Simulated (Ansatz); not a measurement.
**r2SCAN/def2-SVPD run of SiHCl3 (trichlorosilane)**

Aim: the vertical singlet–triplet gap of SiHCl3 (trichlorosilane) at r2SCAN/def2-SVPD, from 2 runs. 

The calculation is run with Ansatz 0.2.0.

44 further runs of the same task are left out: 2 that didn't finish, 42 set aside as unsound or not needed.

## (1) The molecule

SiHCl3 has 5 atoms, charge 0, and is taken as a singlet. As SMILES, `Cl[SiH](Cl)Cl`. Geometry: relaxed at PBE0-D4/def2-TZVP.

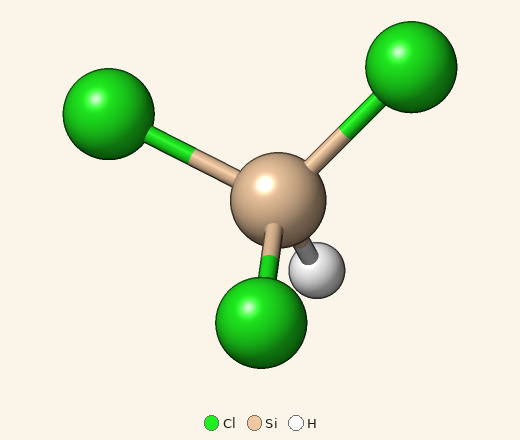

The structure, seen from a chosen angle (chlorine green, silicon light orange, hydrogen white).

## (2) A single-point energy at r2SCAN/def2-SVPD

File input.yaml:

```yaml
crystal:
  periodic: [false, false, false]
  atoms:
    - symbol: Cl
      position_ang: [1.690930, -0.571430, 0.891880]
    - symbol: Si
      position_ang: [-0.081300, -0.012690, 0.075440]
    - symbol: Cl
      position_ang: [0.017700, 1.933700, -0.491290]
    - symbol: Cl
      position_ang: [-0.476020, -1.170520, -1.544190]
    - symbol: H
      position_ang: [-1.151310, -0.179060, 1.068150]
basis:
  gaussian: {orbitals: def2-SVPD}
hamiltonian: {xc: {name: r2SCAN}}
accuracy: high
output: {orbitals: {seedname: orbitals}}
```

Launch:

```sh
ansatz run input.yaml --threads 1 --pin off --max-ram 3480MiB --events-out events.jsonl --progress --plain --runs-dir runs
```

Standard output:

```text
Warning: RAYON_NUM_THREADS=1 ignored (pool sized by the plan → 1); use --threads N
Functional definition: r2SCAN
  name "r2SCAN"
  parameter k0 = 0.174
  parameter k1 = 0.065
  parameter a1 = 4.9479
  exchange = r2scan_x(k0 = k0, k1 = k1, a1 = a1)
  correlation = r2scan_c
2081 factors; integrals over basis functions are off by at most 3.4e-9 eV
mean field evaluation 1: about -45448.7163 eV, gradient 1.5e1 eV
mean field evaluation 2: about -45448.8563 eV, gradient 1.4e1 eV
mean field evaluation 4: about -45449.2782 eV, gradient 7.0e-1 eV
mean field evaluation 8: about -45449.2705 eV, gradient 1.4e-2 eV
mean field evaluation 16: about -45449.2705 eV, gradient 7.6e-7 eV
mean field -45449.27046362 eV, -1670.2298829159 hartree, gradient 6.4e-8 eV, S^2 0.000000; 0 other end points of the search recorded, 0 dependent functions left out
reference -45449.27046456 eV, -1670.2298829504 hartree; 33, 33 occupied and 80, 80 virtual orbitals, 2081 factors
Total energy: -45449.27046456 eV, -1670.2298829504 hartree
```

It took 9 s on 1 thread of Intel Xeon 6975P-C (Granite Rapids), shared host; peak memory 0.38 GiB.

## (3) The triplet

File job.yaml:

```yaml
basis:
  gaussian: {orbitals: def2-SVPD}
crystal:
  periodic: [false, false, false]
  atoms:
    - {symbol: Cl, position_ang: [1.690930, -0.571430, 0.891880]}
    - {symbol: Si, position_ang: [-0.081300, -0.012690, 0.075440]}
    - {symbol: Cl, position_ang: [0.017700, 1.933700, -0.491290]}
    - {symbol: Cl, position_ang: [-0.476020, -1.170520, -1.544190]}
    - {symbol: H, position_ang: [-1.151310, -0.179060, 1.068150]}
hamiltonian: {xc: r2scan}
output: {orbitals: {seedname: orbitals}}
magnetization: {spin_polarized: true, initial_magnetization: 2}
accuracy: high
```

Launch:

```sh
ansatz run job.yaml --threads 1 --pin off --max-ram 3480MiB --events-out events.jsonl --progress --plain --runs-dir runs
```

Standard output (excerpt; [...] marks lines left out):

```text
Warning: RAYON_NUM_THREADS=1 ignored (pool sized by the plan → 1); use --threads N
Functional definition: r2SCAN
  name "r2SCAN"
[...]
2081 factors; integrals over basis functions are off by at most 3.4e-9 eV
[...]
mean field -45442.02792451 eV, -1669.9637245130 hartree, gradient 4.3e-8 eV, S^2 2.005708; 10 other end points of the search recorded, 0 dependent functions left out
reference -45442.02794140 eV, -1669.9637251338 hartree; 34, 32 occupied and 79, 81 virtual orbitals, 2081 factors
Total energy: -45442.02794140 eV, -1669.9637251338 hartree
```

It took 55 s on 1 thread of Intel Xeon 6975P-C (Granite Rapids), shared host; peak memory 0.6 GiB.

## (4) Results

At r2SCAN/def2-SVPD:

| quantity | value |
| --- | --- |
| singlet: total energy | -1670.22988 Eh |
| singlet: HOMO energy | -8.48 eV |
| singlet: LUMO energy | -0.90 eV |
| singlet: HOMO–LUMO gap | 7.58 eV |
| triplet: total energy | -1669.96373 Eh |
| triplet: HOMO energy (highest over α and β) | -1.53 eV |
| triplet: ⟨S²⟩ | 2.006 |
| vertical energy of the triplet above the singlet | 7.243 eV |

**Reading.** At this shape the triplet lies 7.24 eV (167 kcal/mol) above the singlet.
